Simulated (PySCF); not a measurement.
# C2H6LiSe, charge +1, SMILES `[Li+].C[Se]C`: electronic structure

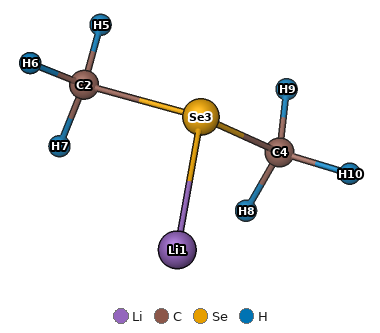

The molecule, with its atoms numbered as below. The pair's geometry is semi-empirical, so its contact may be too short or too long.

Cartesian coordinates (Å):

```
Li1      0.0566   -2.4315    0.9804
C2       1.4572    0.9013    0.2727
Se3      0.0030   -0.2872   -0.2461
C4      -1.4853    0.8536    0.2773
H5       1.3711    1.8067   -0.3290
H6       2.3994    0.4029    0.0504
H7       1.3883    1.1391    1.3331
H8      -1.4208    1.0935    1.3375
H9      -1.4305    1.7612   -0.3247
H10     -2.4115    0.3248    0.0578
```

Part 1: Bonding charge

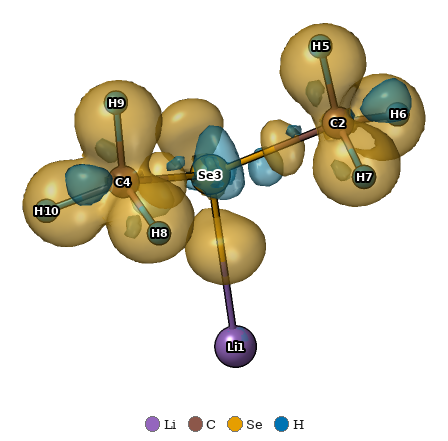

Deformation density (molecule less spherical, spin-averaged free atoms at the same positions), surfaces at ±0.09 e/Å³; yellow: gain, teal: loss.

Computed with PySCF, B3LYP/def2-SVPD, geometry: GFN2-xTB.

Q: Describe the bonding that the map shows.

A: C2–H5 and C4–H9: +0.71 e/Å³ at the bond critical point (bond length 1.09 Å). C2–H7 and C4–H8: +0.71 e/Å³ at the bond critical point (bond length 1.09 Å). C4–H10 and C2–H6: +0.71 e/Å³ at the bond critical point (bond length 1.09 Å). Se3–C4 and C2–Se3: +0.18 e/Å³ at the bond critical point (bond length 1.95 Å). In all, 1.9 electrons gather in the regions of gain relative to the promolecule of neutral atoms (the regions of loss give up this much and the cation's charge besides).

Q: Where do the Hirshfeld charges lie?

A: The highest Hirshfeld charge is on Li1 (+0.67 e), the lowest on C2 and C4 (−0.09 e).

Part 2: Bond critical points

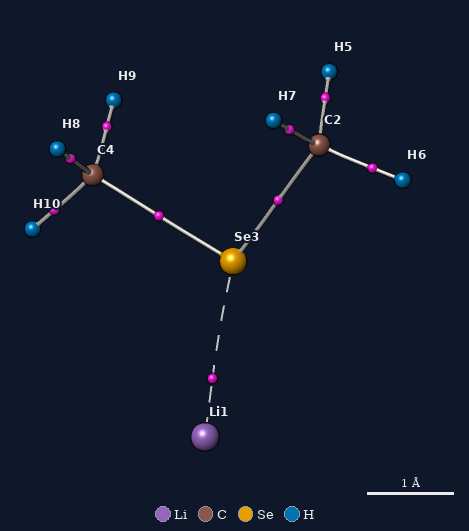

Molecular graph of the electron density (QTAIM): bond paths, bond critical points (magenta), ring points (cyan, if any); weak paths are dashed.

Q: How many critical points of each kind are there, and does the count close?

A: 10 nuclei, 9 bond, 0 ring and 0 cage critical points: 10 − 9 + 0 − 0 = 1, as the Poincaré–Hopf relation requires.

Q: What does the calculation give at each kind of bond critical point?

A:
| bond | length (Å) | ρ (a.u.) | ∇²ρ (a.u.) | ε | H (a.u.) |
| --- | --- | --- | --- | --- | --- |
| C2–H7 (2 alike) | 1.089 | 0.280 | −1.07 | 0.01 | −0.306 |
| C2–H5 (2 alike) | 1.090 | 0.280 | −1.07 | 0.01 | −0.306 |
| C4–H10 (2 alike) | 1.089 | 0.279 | −1.07 | 0.01 | −0.305 |
| Se3–C4 (2 alike) | 1.947 | 0.149 | −0.18 | 0.07 | −0.093 |
| Li1–Se3 | 2.471 | 0.024 | +0.09 | 0.05 | +0.002 |

Q: What kind of interaction is Li1–Se3?

A: Closed-shell (ionic, hydrogen-bonded or van der Waals): ρ = 0.024, ∇²ρ = +0.09, H = +0.002 a.u.

Q: Are there bond paths between atoms that aren't covalently bonded?

A: Yes: Li1–Se3 (2.47 Å, ρ = 0.024).

Part 3: Local ionisation energy

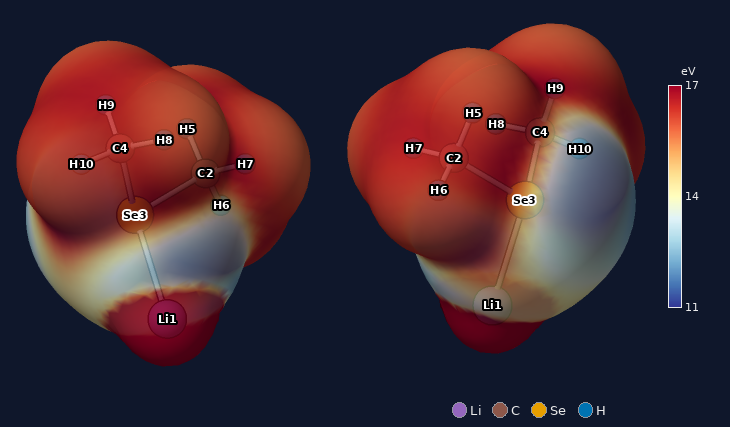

Average local ionisation energy on the surface of electron density 0.001 a.u. (back view left, front view right).

Q: Where are the most loosely bound electrons on this surface?

A: The lowest value is 11.8 eV, 2.3 Å from Se3. Further minima include 12.0 eV, 1.7 Å from Li1; 15.7 eV, 1.3 Å from H9, and at like points elsewhere. For comparison, the highest occupied orbital lies at −11.1 eV.

Q: What volume does the surface enclose?

A: About 104 Å³.

Part 4: Binding density

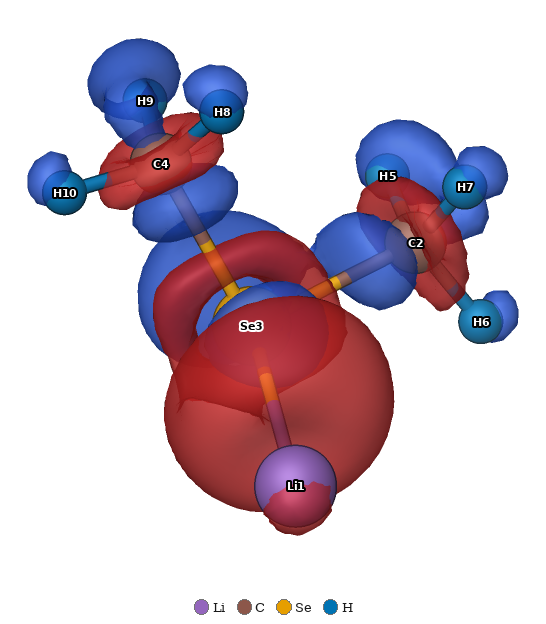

Density of the complex less the densities of the two fragments at the same geometry, ±0.015 e/Å³ (red: gain, blue: loss). Fragment A: Li(+1) (atom 1); fragment B: H6C2Se.

Q: How is the density rearranged on binding?

A: Hirshfeld charges show 0.089 e passing from B to A. By Hirshfeld charges, electrons gather most on Se3 (−0.095 e) and leave H5 and H9 alike most (+0.033 e); 0.37 e is displaced in all.

Q: What is the interaction energy, and which contacts carry it?

A: The counterpoise-corrected interaction energy of the frozen fragments is −32.2 kcal/mol without dispersion correction and −34.2 kcal/mol with D3(BJ). D3 uses neutral-atom coefficients and tends to overbind metal cations. The pair geometry is semi-empirical, not a minimum at this level. Contacts: Li1···Se3, 2.47 Å, ρ = 0.024 a.u. The pose is a local one from a semi-empirical search, not shown to be the most stable.
